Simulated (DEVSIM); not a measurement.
Device: Co/HfO2/p-Si capacitor, at 500 K.

| layer (left to right) | material | thickness (nm) | Na (cm⁻³) |
|---|---|---|---|
| 1 | HfO2 | 4.90 | - |
| 2 | Si | 4100 | 2e16 |

Metal gate on the left, work function 5 eV. Fixed charge at the semiconductor interface 0 cm⁻² (in units of +e); no interface traps.

The device is made up for the run: typed textbook-type constants, with dimensions and the other settings drawn at random. Values at 300 K; Nc and Nv go as T^1.5, mobilities as T to minus their exponent, the gap by Varshni's rule with the affinity fixed.

```csv
parameter,HfO2,Si
gap (eV),5.7,1.124
affinity (eV),2.5,4.05
permittivity,22,11.7
Nc (cm⁻³),-,2.86e19
Nv (cm⁻³),-,3.1e19
Varshni α (eV/K),-,0.000473
Varshni β (K),-,636
```

Model (solved in DEVSIM): 1D Poisson equation in equilibrium, Boltzmann statistics, complete ionisation; no quantum confinement or tunnelling. Metal contacts follow the ideal Schottky-Mott rule: no Fermi-level pinning, no interface dipoles.

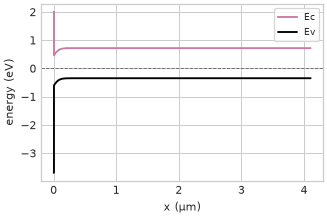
Figure. Band edges at 0.5 V on the gate

Energies count from the Fermi level of the right contact; mesh points crowd at the junctions.

```
x (μm)    Ec (eV)  Ev (eV)  n (cm⁻³)  p (cm⁻³)  field (V/cm)
--------  -------  -------  --------  --------  ------------
0.000       2.000   -3.700     < 1e2     < 1e2         19000
0.001122    2.002   -3.698     < 1e2     < 1e2         19000
0.002768    2.005   -3.695     < 1e2     < 1e2         19000
0.004224    2.008   -3.692     < 1e2     < 1e2         19000
0.005669    0.462   -0.603    1.3e15    5.6e13         36000
0.007945    0.471   -0.595    1.1e15    6.7e13         36000
0.01291     0.488   -0.578    7.4e14    1.0e14         34000
0.02908     0.539   -0.527    2.3e14    3.3e14         29000
0.05897     0.612   -0.454    4.2e13    1.8e15         20000
0.1241      0.691   -0.374    6.6e12    1.1e16          6000
0.2662      0.715   -0.350    3.8e12    2.0e16           160
0.7290      0.716   -0.350    3.7e12    2.0e16           ≈ 0
1.585       0.716   -0.350    3.7e12    2.0e16           ≈ 0
2.872       0.716   -0.350    3.7e12    2.0e16           ≈ 0
3.674       0.716   -0.350    3.7e12    2.0e16           ≈ 0
3.908       0.716   -0.350    3.7e12    2.0e16           ≈ 0
4.012       0.716   -0.350    3.7e12    2.0e16           ≈ 0
4.063       0.716   -0.350    3.7e12    2.0e16           ≈ 0
4.091       0.716   -0.350    3.7e12    2.0e16           ≈ 0
4.099       0.716   -0.350    3.7e12    2.0e16           ≈ 0
4.103       0.716   -0.350    3.7e12    2.0e16           ≈ 0
4.105       0.716   -0.350    3.7e12    2.0e16           ≈ 0
```
